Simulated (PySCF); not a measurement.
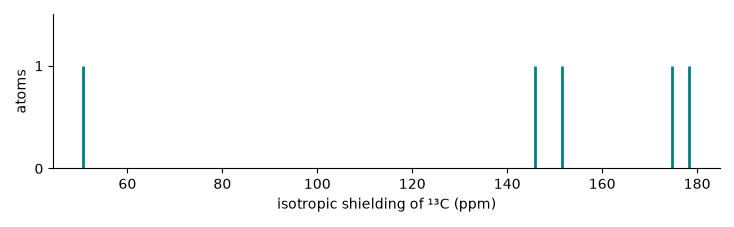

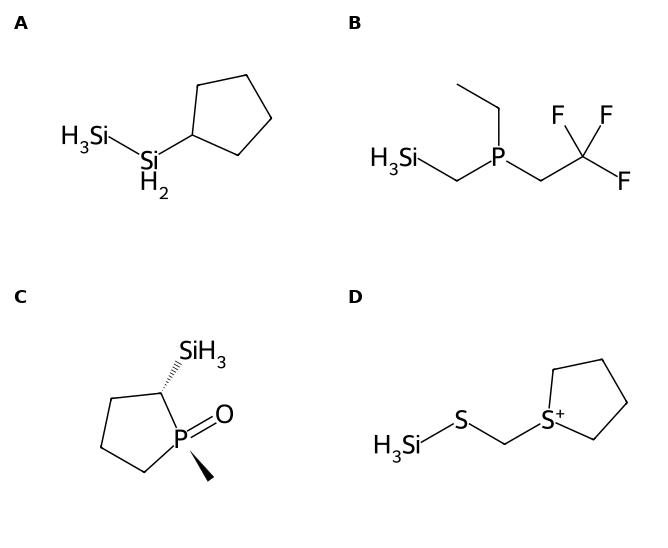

The sticks are computed shieldings of one of the molecules, for one fixed geometry (GFN2-xTB) without averaging over rotations. Low shielding means a high chemical shift. Method: GIAO PBE0/pcSseg-1 NMR shielding, non-relativistic, gas phase (PySCF 2.14.0).

### Which molecule gives this pattern?

B, `CCP(C[SiH3])CC(F)(F)F`. Its 5 C atoms give lines at 50.7, 145.9, 151.5, 174.7, 178.4 ppm.

The geometry is semi-empirical. Around P, Si such bond lengths and angles can be off by a tenth of an ångström or more and by several degrees, and values that hang on the shape move with them.
